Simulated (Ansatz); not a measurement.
## Molecular dynamics, with input and output: C6H14S

C6H14S, SMILES CCCCCSC, computed with RKS PBE/6-31G* (Ansatz 0.2.0).

The geometry comes from this level: PBE0-D4/def2-TZVP. Figures and captions count atoms from 1; the log counts them from 0 in places.

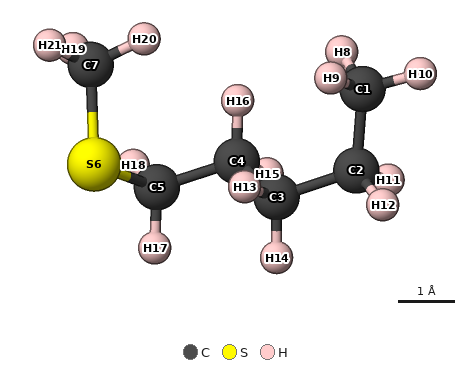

The structure as given in the input (ball-and-stick view, seen at a tilt; atoms are numbered from 1 in the order of the input).

The input
```yaml
crystal:
  periodic: [false, false, false]
  atoms:
    - {symbol: C, position_ang: [1.763726, -1.446707, -1.131645]}
    - {symbol: C, position_ang: [0.780258, -2.097327, -0.171489]}
    - {symbol: C, position_ang: [0.005264, -1.105110, 0.685537]}
    - {symbol: C, position_ang: [-0.949040, -0.221258, -0.099397]}
    - {symbol: C, position_ang: [-1.704327, 0.780599, 0.759058]}
    - {symbol: S, position_ang: [-0.687857, 2.025058, 1.585010]}
    - {symbol: C, position_ang: [-0.104902, 2.962492, 0.167987]}
    - {symbol: H, position_ang: [1.259126, -0.826001, -1.875886]}
    - {symbol: H, position_ang: [2.470278, -0.808448, -0.592831]}
    - {symbol: H, position_ang: [2.342325, -2.197598, -1.674555]}
    - {symbol: H, position_ang: [0.076359, -2.722266, -0.734248]}
    - {symbol: H, position_ang: [1.326262, -2.778450, 0.489262]}
    - {symbol: H, position_ang: [0.707253, -0.470579, 1.237468]}
    - {symbol: H, position_ang: [-0.568534, -1.653230, 1.442277]}
    - {symbol: H, position_ang: [-1.687102, -0.849724, -0.614115]}
    - {symbol: H, position_ang: [-0.411664, 0.313604, -0.888367]}
    - {symbol: H, position_ang: [-2.223091, 0.268022, 1.574803]}
    - {symbol: H, position_ang: [-2.466897, 1.299046, 0.170442]}
    - {symbol: H, position_ang: [-0.942031, 3.337726, -0.424888]}
    - {symbol: H, position_ang: [0.562503, 2.376786, -0.466059]}
    - {symbol: H, position_ang: [0.452092, 3.813367, 0.561615]}
basis:
  gaussian: {orbitals: "6-31G*"}
hamiltonian: {xc: {name: PBE}}
md: {timestep: 1 fs, n_steps: 30, ensemble: nve, temperature: 1000, initial_velocities: maxwell_boltzmann, seed: 790}
```

Machine: 2 CPU threads, shared host.

Launch command:
```bash
ansatz run in.yaml --threads 2 --pin off --events-out ev --progress --plain --max-ram 32768MiB --backend cpu
```

What the program printed
```
Functional definition: PBE
  name "PBE"
  cite "Perdew, Burke & Ernzerhof, Phys. Rev. Lett. 77, 3865 (1996) doi:10.1103/PhysRevLett.77.3865"
  parent pbe
  parameter kappa = 0.804
  parameter beta = 0.06672455060314922
  exchange = pbe_x(kappa = kappa, mu = beta*pi^2/3)
  correlation = pbe_c(beta = beta)
1836 factors; their error is unknown
mean field evaluation 1: about -17255.4950 eV, gradient 8.1e1 eV
mean field evaluation 2: about -17233.5875 eV, gradient 1.2e2 eV
mean field evaluation 4: about -17271.7379 eV, gradient 4.9e0 eV
mean field evaluation 8: about -17271.8044 eV, gradient 4.6e-1 eV
mean field evaluation 16: about -17271.6702 eV, gradient 7.3e-4 eV
mean field -17271.67016562 eV, -634.7221714282 hartree, gradient 3.9e-5 eV, S^2 0.000000; 0 other end points of the search recorded, 0 dependent functions left out
the calculation of the forces begins
reference -17271.67019671 eV, -634.7221725707 hartree; 33, 33 occupied and 104, 104 virtual orbitals, 1836 factors
md step     0: t =     0.00 fs  T =  1000.0 K  F+E_penalty+E_count = -17271.67016562 eV  E_kin = 2.455940 eV  conserved = -17269.21422564 eV  (30 SCF iters)
these checks for a lower state are left out or cut short: starts, cluster_reference, orbital_swaps, neighbouring_geometries, increment
1836 factors; their error is unknown
mean field -17271.47904259 eV, -634.7151477861 hartree, gradient 1.1e-5 eV, S^2 0.000000; 0 other end points of the search recorded, 0 dependent functions left out
the calculation of the forces begins
reference -17271.47907373 eV, -634.7151489307 hartree; 33, 33 occupied and 104, 104 virtual orbitals, 1836 factors
md step     1: t =     1.00 fs  T =   927.4 K  F+E_penalty+E_count = -17271.47904259 eV  E_kin = 2.277632 eV  conserved = -17269.20141104 eV  (29 SCF iters)
[... from here on the SCF iterations and repeated set-up lines of each step are left out, up to the last step ...]
md step     2: t =     2.00 fs  T =   743.9 K  F+E_penalty+E_count = -17271.01132464 eV  E_kin = 1.826995 eV  conserved = -17269.18432984 eV  (30 SCF iters)
md step     3: t =     3.00 fs  T =   551.3 K  F+E_penalty+E_count = -17270.52822604 eV  E_kin = 1.354031 eV  conserved = -17269.17419530 eV  (30 SCF iters)
md step     4: t =     4.00 fs  T =   419.7 K  F+E_penalty+E_count = -17270.20052171 eV  E_kin = 1.030793 eV  conserved = -17269.16972919 eV  (30 SCF iters)
md step     5: t =     5.00 fs  T =   378.3 K  F+E_penalty+E_count = -17270.10103164 eV  E_kin = 0.929112 eV  conserved = -17269.17192005 eV  (30 SCF iters)
md step     6: t =     6.00 fs  T =   410.6 K  F+E_penalty+E_count = -17270.19141459 eV  E_kin = 1.008382 eV  conserved = -17269.18303265 eV  (30 SCF iters)
md step     7: t =     7.00 fs  T =   455.6 K  F+E_penalty+E_count = -17270.31200217 eV  E_kin = 1.118999 eV  conserved = -17269.19300287 eV  (31 SCF iters)
md step     8: t =     8.00 fs  T =   475.2 K  F+E_penalty+E_count = -17270.34851842 eV  E_kin = 1.167161 eV  conserved = -17269.18135783 eV  (31 SCF iters)
md step     9: t =     9.00 fs  T =   533.4 K  F+E_penalty+E_count = -17270.47776910 eV  E_kin = 1.309958 eV  conserved = -17269.16781153 eV  (31 SCF iters)
md step    10: t =    10.00 fs  T =   678.8 K  F+E_penalty+E_count = -17270.85843289 eV  E_kin = 1.667091 eV  conserved = -17269.19134161 eV  (30 SCF iters)
md step    11: t =    11.00 fs  T =   797.5 K  F+E_penalty+E_count = -17271.16974564 eV  E_kin = 1.958657 eV  conserved = -17269.21108897 eV  (30 SCF iters)
md step    12: t =    12.00 fs  T =   778.3 K  F+E_penalty+E_count = -17271.11265443 eV  E_kin = 1.911537 eV  conserved = -17269.20111713 eV  (29 SCF iters)
md step    13: t =    13.00 fs  T =   656.1 K  F+E_penalty+E_count = -17270.79589692 eV  E_kin = 1.611332 eV  conserved = -17269.18456462 eV  (29 SCF iters)
md step    14: t =    14.00 fs  T =   523.4 K  F+E_penalty+E_count = -17270.46067425 eV  E_kin = 1.285451 eV  conserved = -17269.17522323 eV  (31 SCF iters)
md step    15: t =    15.00 fs  T =   442.4 K  F+E_penalty+E_count = -17270.25869330 eV  E_kin = 1.086542 eV  conserved = -17269.17215120 eV  (31 SCF iters)
md step    16: t =    16.00 fs  T =   431.9 K  F+E_penalty+E_count = -17270.23708564 eV  E_kin = 1.060799 eV  conserved = -17269.17628641 eV  (30 SCF iters)
md step    17: t =    17.00 fs  T =   463.3 K  F+E_penalty+E_count = -17270.32670592 eV  E_kin = 1.137903 eV  conserved = -17269.18880259 eV  (30 SCF iters)
md step    18: t =    18.00 fs  T =   468.2 K  F+E_penalty+E_count = -17270.34810236 eV  E_kin = 1.149871 eV  conserved = -17269.19823104 eV  (31 SCF iters)
md step    19: t =    19.00 fs  T =   414.0 K  F+E_penalty+E_count = -17270.20087769 eV  E_kin = 1.016812 eV  conserved = -17269.18406591 eV  (51 SCF iters)
md step    20: t =    20.00 fs  T =   386.2 K  F+E_penalty+E_count = -17270.11396658 eV  E_kin = 0.948554 eV  conserved = -17269.16541221 eV  (31 SCF iters)
md step    21: t =    21.00 fs  T =   473.6 K  F+E_penalty+E_count = -17270.34340997 eV  E_kin = 1.163122 eV  conserved = -17269.18028826 eV  (30 SCF iters)
md step    22: t =    22.00 fs  T =   601.9 K  F+E_penalty+E_count = -17270.68091592 eV  E_kin = 1.478269 eV  conserved = -17269.20264644 eV  (30 SCF iters)
md step    23: t =    23.00 fs  T =   646.6 K  F+E_penalty+E_count = -17270.78850642 eV  E_kin = 1.588029 eV  conserved = -17269.20047724 eV  (30 SCF iters)
md step    24: t =    24.00 fs  T =   596.5 K  F+E_penalty+E_count = -17270.65348946 eV  E_kin = 1.464852 eV  conserved = -17269.18863781 eV  (30 SCF iters)
md step    25: t =    25.00 fs  T =   512.7 K  F+E_penalty+E_count = -17270.43936696 eV  E_kin = 1.259193 eV  conserved = -17269.18017364 eV  (31 SCF iters)
md step    26: t =    26.00 fs  T =   451.5 K  F+E_penalty+E_count = -17270.28354303 eV  E_kin = 1.108738 eV  conserved = -17269.17480530 eV  (31 SCF iters)
md step    27: t =    27.00 fs  T =   445.2 K  F+E_penalty+E_count = -17270.26882723 eV  E_kin = 1.093276 eV  conserved = -17269.17555082 eV  (30 SCF iters)
md step    28: t =    28.00 fs  T =   486.7 K  F+E_penalty+E_count = -17270.38000214 eV  E_kin = 1.195195 eV  conserved = -17269.18480670 eV  (31 SCF iters)
md step    29: t =    29.00 fs  T =   524.6 K  F+E_penalty+E_count = -17270.48275996 eV  E_kin = 1.288283 eV  conserved = -17269.19447678 eV  (31 SCF iters)
these checks for a lower state are left out or cut short: starts, cluster_reference, orbital_swaps, neighbouring_geometries, increment
1836 factors; their error is unknown
mean field evaluation 256: about -17270.4549 eV, gradient 4.2e-4 eV
mean field -17270.45487988 eV, -634.6775105009 hartree, gradient 1.2e-5 eV, S^2 0.000000; 0 other end points of the search recorded, 0 dependent functions left out
the calculation of the forces begins
reference -17270.45491130 eV, -634.6775116554 hartree; 33, 33 occupied and 104, 104 virtual orbitals, 1836 factors
1836 factors; their error is unknown
mean field -17270.45487988 eV, -634.6775105009 hartree, gradient 1.2e-5 eV, S^2 0.000000; 1 other end points of the search recorded, 0 dependent functions left out
the calculation of the forces begins
reference -17270.45491130 eV, -634.6775116554 hartree; 33, 33 occupied and 104, 104 virtual orbitals, 1836 factors
md step    30: t =    30.00 fs  T =   515.2 K  F+E_penalty+E_count = -17270.45487988 eV  E_kin = 1.265190 eV  conserved = -17269.18968959 eV  (51 SCF iters)
```

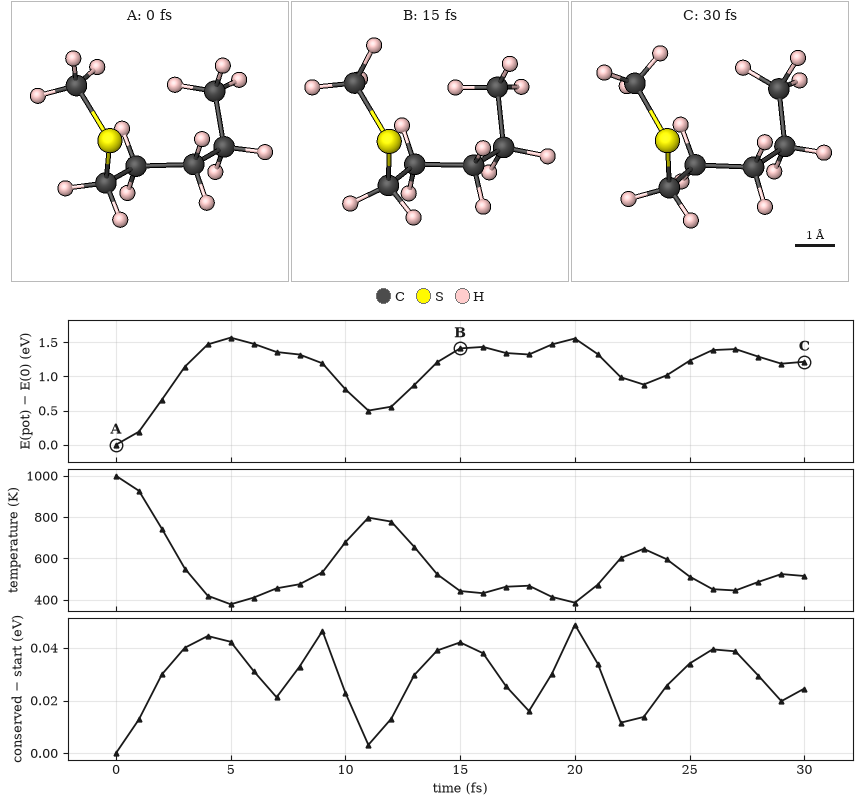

Frames of the molecular dynamics (ball-and-stick, seen at a tilt) above the curves, on which the letters mark them. The trajectory kept here has 31 frames over 30 fs. The temperature starts at 1000 K, ranges from 378 to 1000 K and averages 491 K over the second half. The potential energy ends 1.215 eV above its first value. The conserved quantity stays within 0.049 eV. After an unweighted best fit of the last frame on the first, the root-mean-square displacement is 0.45 Å, and H19 has moved furthest (1.12 Å).

```
Total energy: -17270.45491130 eV, -634.6775116554 hartree
Atom 0 at     1.879840    -1.532346    -1.172861 Å, force     1.195575     0.546443    -0.454101 eV/Å
Atom 1 at     0.809558    -2.126770    -0.197928 Å, force    -0.686788     1.875491    -0.086171 eV/Å
Atom 2 at    -0.055964    -1.147229     0.695372 Å, force     0.369412    -0.508123    -1.537693 eV/Å
Atom 3 at    -0.940149    -0.195156    -0.122053 Å, force     0.059870     0.959609     0.365254 eV/Å
Atom 4 at    -1.753481     0.693305     0.894493 Å, force     0.169032     0.857103    -2.343174 eV/Å
Atom 5 at    -0.739210     2.095894     1.587299 Å, force    -0.194147    -0.408558     0.328267 eV/Å
Atom 6 at    -0.101328     3.019227     0.122121 Å, force    -2.115256     0.100746    -0.231641 eV/Å
Atom 7 at     1.739237    -0.780758    -1.989076 Å, force    -1.325744     0.041484     0.685826 eV/Å
Atom 8 at     2.852749    -1.158810    -0.784365 Å, force    -0.549847     0.205422     1.172328 eV/Å
Atom 9 at     2.338010    -2.292511    -1.786021 Å, force    -0.213568    -1.458290    -0.419768 eV/Å
Atom 10 at     0.078170    -2.705359    -0.753383 Å, force    -0.065345    -0.683255    -0.467130 eV/Å
Atom 11 at     1.309256    -2.733322     0.531326 Å, force     0.641060    -1.014411     0.314661 eV/Å
Atom 12 at     0.679541    -0.589651     1.240412 Å, force     0.474239     0.949434     0.763683 eV/Å
Atom 13 at    -0.678864    -1.664776     1.473703 Å, force     0.346754    -0.191265    -0.645875 eV/Å
Atom 14 at    -1.548009    -0.692137    -0.915147 Å, force    -0.333400    -0.233047     0.737073 eV/Å
Atom 15 at    -0.343808     0.502107    -0.768255 Å, force     0.127583    -0.384839     0.473040 eV/Å
Atom 16 at    -2.075593     0.090691     1.730100 Å, force    -0.272463    -0.190942     0.707678 eV/Å
Atom 17 at    -2.643205     1.160799     0.394264 Å, force     0.314861    -0.386120     0.333886 eV/Å
Atom 18 at    -0.324200     4.110116     0.308918 Å, force    -0.669891    -0.802100    -0.922011 eV/Å
Atom 19 at    -0.345874     2.505708    -0.876574 Å, force    -0.135554     1.176989     1.159011 eV/Å
Atom 20 at     0.926826     3.023446     0.217863 Å, force     2.863616    -0.451771     0.066857 eV/Å
Dipole moment:     0.043455    -0.127838    -0.357244 e Å
```

Trajectory as extended XYZ (Å, eV, eV/Å), 5 of the 31 frames kept, from step=0 to step=30
```
21
Properties=species:S:1:pos:R:3:forces:R:3 step=0 time_fs=0.0 energy=-17271.67017 temperature=1000.0
C     1.7637   -1.4467   -1.1316    0.0139  -0.0410  -0.0074
C     0.7803   -2.0973   -0.1715    0.0333  -0.0017  -0.0094
C     0.0053   -1.1051    0.6855   -0.0015  -0.0525  -0.0191
C    -0.9490   -0.2213   -0.0994   -0.0252  -0.0302   0.0325
C    -1.7043    0.7806    0.7591   -0.0936  -0.0819  -0.0908
S    -0.6879    2.0251    1.5850    0.1393   0.1551   0.8156
C    -0.1049    2.9625    0.1680    0.0375   0.0696  -0.0932
H     1.2591   -0.8260   -1.8759   -0.1571   0.2180  -0.2658
H     2.4703   -0.8084   -0.5928    0.2491   0.2186   0.1685
H     2.3423   -2.1976   -1.6746    0.2083  -0.2484  -0.1970
H     0.0764   -2.7223   -0.7342   -0.2337  -0.2279  -0.1881
H     1.3263   -2.7784    0.4893    0.1873  -0.2480   0.2225
H     0.7073   -0.4706    1.2375    0.2400   0.2076   0.1998
H    -0.5685   -1.6532    1.4423   -0.1951  -0.1820   0.2719
H    -1.6871   -0.8497   -0.6141   -0.2517  -0.2060  -0.1860
H    -0.4117    0.3136   -0.8884    0.1770   0.1798  -0.2926
H    -2.2231    0.2680    1.5748   -0.1981  -0.1833   0.2598
H    -2.4669    1.2990    0.1704   -0.3064   0.1584  -0.2138
H    -0.9420    3.3377   -0.4249   -0.2632   0.1600  -0.2463
H     0.5625    2.3768   -0.4661    0.2441  -0.1651  -0.2598
H     0.4521    3.8134    0.5616    0.1958   0.3008   0.0986
21
Properties=species:S:1:pos:R:3:forces:R:3 step=8 time_fs=8.0 energy=-17270.34852 temperature=475.2
C     1.7583   -1.5251   -1.1250    3.5676   3.9563  -2.3278
C     0.8439   -2.0651   -0.1948   -3.1353   0.7855   2.6631
C    -0.0429   -1.0742    0.7011    1.1595  -2.0752  -0.4967
C    -0.9216   -0.1949   -0.0867   -0.9510   0.1057  -2.1819
C    -1.7057    0.7414    0.7764   -0.4427   0.4862  -0.5386
S    -0.7060    2.0249    1.5915    0.1219   1.0747   0.1626
C    -0.0791    3.0081    0.1407   -2.6791  -2.3164  -1.0290
H     1.3404   -0.7997   -1.8829   -0.3445  -0.4395   0.5932
H     2.5828   -0.9016   -0.6941   -0.3504   0.0264   0.4830
H     2.3856   -2.1206   -1.7690   -0.0531  -1.5664  -0.3184
H     0.0644   -2.4679   -0.7638   -1.5331  -1.7853  -1.1239
H     1.1783   -2.7791    0.5171    0.9558  -1.1885   0.5092
H     0.5848   -0.5364    1.3774    0.7738   0.8456   0.7287
H    -0.6955   -1.7224    1.3458    0.3436   0.1683  -0.2698
H    -1.6836   -0.8173   -0.6225    0.1284  -0.0938   0.2305
H    -0.4615    0.3124   -0.9765    0.2738   0.0004   0.6640
H    -1.9929    0.1438    1.6293   -0.6725  -0.2500   0.7403
H    -2.6349    1.0420    0.2207    0.4755   0.5037   0.5719
H    -0.9088    3.6789   -0.2443    0.5148  -1.0508  -0.2489
H     0.3149    2.1806   -0.5377   -0.4740   1.4689   0.0474
H     0.6625    3.6832    0.3791    2.3213   1.3439   1.1409
21
Properties=species:S:1:pos:R:3:forces:R:3 step=15 time_fs=15.0 energy=-17270.25869 temperature=442.4
C     1.8874   -1.4883   -1.2060   -2.2758  -1.9415   1.6951
C     0.7638   -2.0657   -0.1300    1.1019  -2.7345  -2.5942
C    -0.0189   -1.0974    0.7132   -0.1485   0.3270   0.6495
C    -0.9314   -0.1731   -0.1380    0.1193  -0.8073   0.6683
C    -1.7222    0.7077    0.8011   -0.4398   0.1371   1.4528
S    -0.7202    2.0399    1.5998    0.2574   0.7015  -0.8068
C    -0.0811    3.0291    0.1266    1.5506  -0.2898   0.0709
H     1.2197   -0.8359   -1.7999    0.9371   0.1192  -0.4767
H     2.6173   -0.9406   -0.5712    0.2071  -0.2159  -0.8390
H     2.2258   -2.4514   -1.7734   -0.0336   1.9695   0.7250
H    -0.0308   -2.6551   -0.8626    1.5211   1.2178   1.6571
H     1.2697   -2.9482    0.4505   -0.8082   1.4896  -0.4832
H     0.5367   -0.4829    1.5193   -0.3180  -0.8464  -1.1789
H    -0.7278   -1.7687    1.2369    0.0231   0.2577   0.4905
H    -1.6721   -0.8638   -0.5903    0.2176   0.2659  -0.6008
H    -0.3387    0.3795   -0.8938   -0.4138  -0.0813  -0.0237
H    -1.9737    0.0923    1.7331    0.0526   0.4871  -0.9112
H    -2.7052    1.0728    0.4269    0.4427   0.1126  -0.1638
H    -0.8313    3.7544   -0.2515    0.4851   0.4719   0.6998
H     0.0307    2.3780   -0.7751    0.3110  -0.1422   0.5777
H     1.0339    3.4295    0.4006   -2.7887  -0.4980  -0.6084
21
Properties=species:S:1:pos:R:3:forces:R:3 step=22 time_fs=22.0 energy=-17270.68092 temperature=601.9
C     1.9356   -1.4842   -1.2205   -3.2542  -1.3382   2.0257
C     0.7283   -2.1077   -0.1350    3.8766   2.1080  -0.6964
C    -0.0117   -1.1299    0.7232   -1.5658   0.3987  -1.1202
C    -0.9400   -0.1783   -0.1658    0.1103  -0.4673   2.1784
C    -1.7439    0.6908    0.8554    0.9755   0.4555  -0.5755
S    -0.7307    2.0650    1.5981    0.2243   0.1448  -0.5575
C    -0.0849    3.0249    0.1078    0.0146  -0.0151   1.6901
H     1.4275   -0.8082   -1.9024    0.0606   0.3753  -0.3815
H     2.7679   -1.0213   -0.7046    0.3394   0.1436   0.2883
H     2.1766   -2.4132   -1.7110    0.7646  -0.3291  -0.6923
H     0.0573   -2.6767   -0.6913   -1.5659  -1.0170  -1.6430
H     1.2780   -2.8509    0.4222    0.4640  -0.4106   0.8298
H     0.5652   -0.5490    1.4437    0.4646   0.2502  -0.0104
H    -0.7373   -1.7160    1.3121   -0.0437  -0.1056   0.3018
H    -1.5950   -0.8201   -0.7791   -0.1680   0.0811   0.0018
H    -0.3421    0.4373   -0.8307    0.2346   0.2920  -0.3637
H    -2.0156    0.0854    1.7182   -0.1018  -0.2836   0.4213
H    -2.6525    1.1783    0.5334   -0.6406   0.0067  -0.7718
H    -0.6013    3.9709   -0.0324   -0.2643   0.4542   0.2112
H    -0.1353    2.5088   -0.8216   -0.0860  -0.9946  -0.9561
H     0.9666    3.1872    0.3676    0.1611   0.2510  -0.1799
21
Properties=species:S:1:pos:R:3:forces:R:3 step=30 time_fs=30.0 energy=-17270.45488 temperature=515.2
C     1.8798   -1.5323   -1.1729    1.1956   0.5464  -0.4541
C     0.8096   -2.1268   -0.1979   -0.6868   1.8755  -0.0862
C    -0.0560   -1.1472    0.6954    0.3694  -0.5081  -1.5377
C    -0.9401   -0.1952   -0.1221    0.0599   0.9596   0.3653
C    -1.7535    0.6933    0.8945    0.1690   0.8571  -2.3432
S    -0.7392    2.0959    1.5873   -0.1941  -0.4086   0.3283
C    -0.1013    3.0192    0.1221   -2.1153   0.1007  -0.2316
H     1.7392   -0.7808   -1.9891   -1.3257   0.0415   0.6858
H     2.8527   -1.1588   -0.7844   -0.5498   0.2054   1.1723
H     2.3380   -2.2925   -1.7860   -0.2136  -1.4583  -0.4198
H     0.0782   -2.7054   -0.7534   -0.0653  -0.6833  -0.4671
H     1.3093   -2.7333    0.5313    0.6411  -1.0144   0.3147
H     0.6795   -0.5897    1.2404    0.4742   0.9494   0.7637
H    -0.6789   -1.6648    1.4737    0.3468  -0.1913  -0.6459
H    -1.5480   -0.6921   -0.9151   -0.3334  -0.2330   0.7371
H    -0.3438    0.5021   -0.7683    0.1276  -0.3848   0.4730
H    -2.0756    0.0907    1.7301   -0.2725  -0.1909   0.7077
H    -2.6432    1.1608    0.3943    0.3149  -0.3861   0.3339
H    -0.3242    4.1101    0.3089   -0.6699  -0.8021  -0.9220
H    -0.3459    2.5057   -0.8766   -0.1356   1.1770   1.1590
H     0.9268    3.0234    0.2179    2.8636  -0.4518   0.0669
```

Key numbers

```csv
quantity,value
outcome,finished
mean temperature over the second half,491 K
trajectory,"30 steps, 30 fs"
ensemble,nve
temperature in the input,1000 K
time step,1 fs
potential energy (last step),−17270.4549 eV
SCF solution under orbital rotations (last step),stable
largest force (length of the vector) (last step),2.900 eV/Å
dipole moment (last step),1.83 D
wall time,2.1 min (CPU time 3.3 min)
peak memory,0.9 GiB
```

So short a trajectory is not equilibrated.
